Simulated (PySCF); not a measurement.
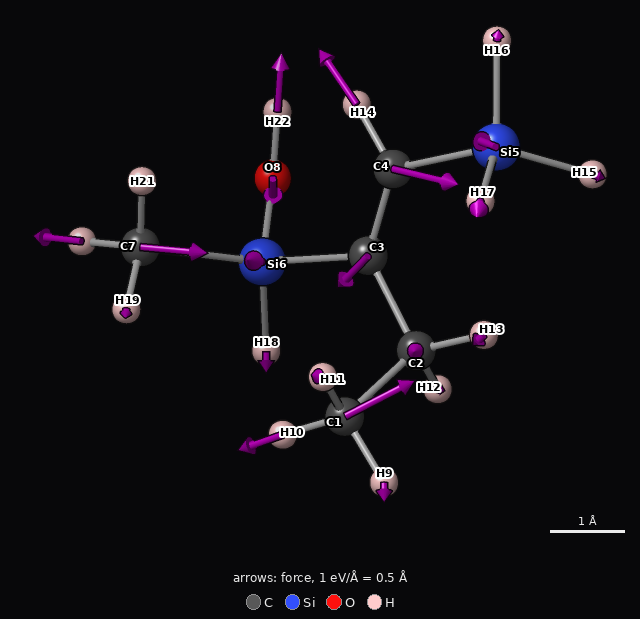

Starting geometry of C5H14OSi2 with the computed forces as purple arrows. A ball-and-stick model, seen at a tilt.

The start comes from GFN2-xTB. Its atoms were then displaced at random by about 0.01 Å.

These are results of PBE0-D3(BJ)/def2-SVP geometry optimisation, gas phase (PySCF 2.14.0, density-fitted response routines), not measurements. 

### What follows when this structure is relaxed?

It isn't relaxed: the largest force vector, on a C atom, is 2.38 eV/Å. The final displacements have little in common with the starting forces (cosine between the two patterns 0.26). Over 8 geometry steps the energy falls by 7.37 kcal/mol. The largest move after the best rigid fit is that of an H atom, 0.20 Å. By element the largest moves are H 0.20 Å, O 0.13 Å, C 0.08 Å, Si 0.07 Å. Among the contacts that change: C–H 1.050 → 1.101 Å, H–Si 1.448 → 1.497 Å, C–Si 1.912 → 1.874 Å, O–Si 1.639 → 1.671 Å. Among the angles between lasting bonds that change: O–Si–H 99.9° → 105.1°, Si–O–H 120.8° → 117.1°, H–C–H 110.6° → 107.3°. Cost: 2.4 min on 1 thread of Intel(R) Xeon(R) 6975P-C, on a shared host.
